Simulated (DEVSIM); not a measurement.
System: abrupt GaAs p-n junction, at 300 K.

```csv
layer (left to right),material,thickness (μm),Nd (cm⁻³),Na (cm⁻³),τn (s),τp (s)
1,GaAs,0.200,-,2.7e15,2.8e-9,2.8e-9
2,GaAs,0.310,5.1e13,-,2.8e-9,2.8e-9
```

Left contact: ohmic. Right contact: ohmic. Voltage is applied to the left contact. Recombination: SRH at mid-gap, radiative. Mobility is constant in doping.

Constants are typed, rounded textbook-type inputs, not results; the design itself was drawn at random and stands for no fabricated device. Values at 300 K.

| parameter | GaAs |
|---|---|
| gap (eV) | 1.424 |
| affinity (eV) | 4.07 |
| permittivity | 12.9 |
| Nc (cm⁻³) | 4.7e17 |
| Nv (cm⁻³) | 9e18 |
| μn (cm²/Vs) | 8500 |
| μp (cm²/Vs) | 400 |
| B (cm³/s) | 2e-10 |

Simulated with DEVSIM: 1D drift-diffusion, Boltzmann statistics, complete ionisation; no tunnelling, impact ionisation, image-force lowering or self-heating.

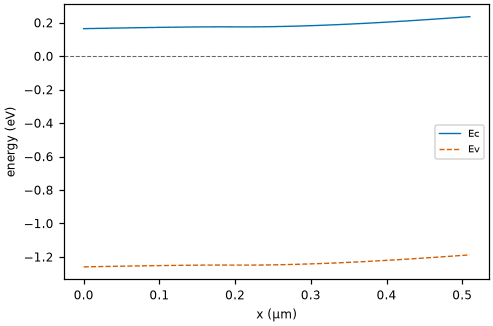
Figure: Band edges at 1.05 V on the left contact

Energies count from the Fermi level of the right contact; mesh points crowd at the junctions.

```json
[
 {"x (μm)": "0.000", "Ec (eV)": "0.164", "Ev (eV)": "-1.260", "n (cm⁻³)": "< 1e2", "p (cm⁻³)": "2.7e15", "field (V/cm)": "820"},
 {"x (μm)": "0.01021", "Ec (eV)": "0.165", "Ev (eV)": "-1.259", "n (cm⁻³)": "4.8e12", "p (cm⁻³)": "2.7e15", "field (V/cm)": "820"},
 {"x (μm)": "0.02368", "Ec (eV)": "0.166", "Ev (eV)": "-1.258", "n (cm⁻³)": "1.1e13", "p (cm⁻³)": "2.7e15", "field (V/cm)": "810"},
 {"x (μm)": "0.04145", "Ec (eV)": "0.168", "Ev (eV)": "-1.256", "n (cm⁻³)": "1.9e13", "p (cm⁻³)": "2.6e15", "field (V/cm)": "790"},
 {"x (μm)": "0.07103", "Ec (eV)": "0.170", "Ev (eV)": "-1.254", "n (cm⁻³)": "3.1e13", "p (cm⁻³)": "2.6e15", "field (V/cm)": "740"},
 {"x (μm)": "0.1000", "Ec (eV)": "0.172", "Ev (eV)": "-1.252", "n (cm⁻³)": "4.2e13", "p (cm⁻³)": "2.5e15", "field (V/cm)": "640"},
 {"x (μm)": "0.1319", "Ec (eV)": "0.174", "Ev (eV)": "-1.250", "n (cm⁻³)": "5.4e13", "p (cm⁻³)": "2.3e15", "field (V/cm)": "480"},
 {"x (μm)": "0.1628", "Ec (eV)": "0.175", "Ev (eV)": "-1.249", "n (cm⁻³)": "6.6e13", "p (cm⁻³)": "2.1e15", "field (V/cm)": "230"},
 {"x (μm)": "0.1796", "Ec (eV)": "0.175", "Ev (eV)": "-1.249", "n (cm⁻³)": "7.3e13", "p (cm⁻³)": "1.9e15", "field (V/cm)": "46"},
 {"x (μm)": "0.1923", "Ec (eV)": "0.175", "Ev (eV)": "-1.249", "n (cm⁻³)": "7.9e13", "p (cm⁻³)": "1.8e15", "field (V/cm)": "-120"},
 {"x (μm)": "0.2010", "Ec (eV)": "0.175", "Ev (eV)": "-1.249", "n (cm⁻³)": "8.4e13", "p (cm⁻³)": "1.7e15", "field (V/cm)": "-210"},
 {"x (μm)": "0.2146", "Ec (eV)": "0.175", "Ev (eV)": "-1.249", "n (cm⁻³)": "9.1e13", "p (cm⁻³)": "1.5e15", "field (V/cm)": "94"},
 {"x (μm)": "0.2303", "Ec (eV)": "0.175", "Ev (eV)": "-1.249", "n (cm⁻³)": "9.7e13", "p (cm⁻³)": "1.4e15", "field (V/cm)": "410"},
 {"x (μm)": "0.2516", "Ec (eV)": "0.176", "Ev (eV)": "-1.248", "n (cm⁻³)": "1.0e14", "p (cm⁻³)": "1.3e15", "field (V/cm)": "790"},
 {"x (μm)": "0.2925", "Ec (eV)": "0.181", "Ev (eV)": "-1.243", "n (cm⁻³)": "1.0e14", "p (cm⁻³)": "1.0e15", "field (V/cm)": "1400"},
 {"x (μm)": "0.3364", "Ec (eV)": "0.189", "Ev (eV)": "-1.236", "n (cm⁻³)": "9.6e13", "p (cm⁻³)": "8.7e14", "field (V/cm)": "2000"},
 {"x (μm)": "0.3840", "Ec (eV)": "0.199", "Ev (eV)": "-1.225", "n (cm⁻³)": "8.2e13", "p (cm⁻³)": "7.0e14", "field (V/cm)": "2500"},
 {"x (μm)": "0.4251", "Ec (eV)": "0.210", "Ev (eV)": "-1.214", "n (cm⁻³)": "7.0e13", "p (cm⁻³)": "5.5e14", "field (V/cm)": "2800"},
 {"x (μm)": "0.4608", "Ec (eV)": "0.221", "Ev (eV)": "-1.203", "n (cm⁻³)": "6.0e13", "p (cm⁻³)": "3.8e14", "field (V/cm)": "3000"},
 {"x (μm)": "0.4815", "Ec (eV)": "0.227", "Ev (eV)": "-1.197", "n (cm⁻³)": "5.6e13", "p (cm⁻³)": "2.4e14", "field (V/cm)": "3100"},
 {"x (μm)": "0.4967", "Ec (eV)": "0.232", "Ev (eV)": "-1.192", "n (cm⁻³)": "5.3e13", "p (cm⁻³)": "1.2e14", "field (V/cm)": "3200"},
 {"x (μm)": "0.5100", "Ec (eV)": "0.236", "Ev (eV)": "-1.188", "n (cm⁻³)": "5.1e13", "p (cm⁻³)": "< 1e2", "field (V/cm)": "3200"}
]
```
